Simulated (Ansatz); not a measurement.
Input file:

```
crystal:
  periodic: [false, false, false]
  atoms:
    - {symbol: Ge, position_ang: [-1.325052, 0.627263, -0.076429]}
    - {symbol: N, position_ang: [1.353338, -1.180350, 1.227277]}
    - {symbol: H, position_ang: [-1.738330, -0.824227, 0.232850]}
    - {symbol: H, position_ang: [-2.598100, 1.395879, -0.490704]}
    - {symbol: C, position_ang: [0.012103, 0.692484, -1.491146]}
    - {symbol: H, position_ang: [1.335227, -0.557895, 2.026015]}
    - {symbol: H, position_ang: [-0.795873, 1.268801, 1.220354]}
    - {symbol: H, position_ang: [0.683459, -1.917361, 1.411295]}
    - {symbol: H, position_ang: [2.270577, -1.608752, 1.202080]}
    - {symbol: H, position_ang: [0.291439, 1.725136, -1.703877]}
    - {symbol: H, position_ang: [0.888144, 0.138956, -1.153533]}
    - {symbol: H, position_ang: [-0.377034, 0.240167, -2.404184]}
basis:
  gaussian: {orbitals: def2-TZVPP}
hamiltonian: {xc: pbe0, dispersion: d4}
output: {orbitals: {seedname: orbitals}}
```

Run with:

```sh
ansatz run in.yaml --threads 4 --pin off --events-out ev --progress --plain --max-ram 9574MiB
```

The product side of a reaction path; geometry: PBE0-D4/def2-TZVP.

Computed with RKS PBE0-D4/def2-TZVPP in Ansatz.

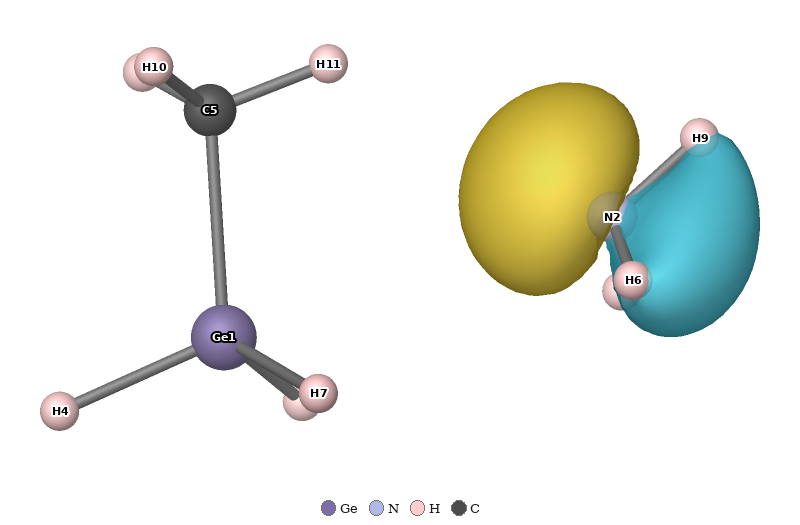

CH$_{6}$Ge···NH$_{3}$. The HOMO at ±0.2 Å⁻³ᐟ² (yellow and cyan are the two phases), seen across its widest extent.

What is the character of this orbital?

Answer. By Hirshfeld shares it lies mainly on N2 (about 75 %), H9 (about 5 %), H6 (about 5 %) and H8 (about 5 %); largely a lone pair of N2. Its energy is −7.81 eV.
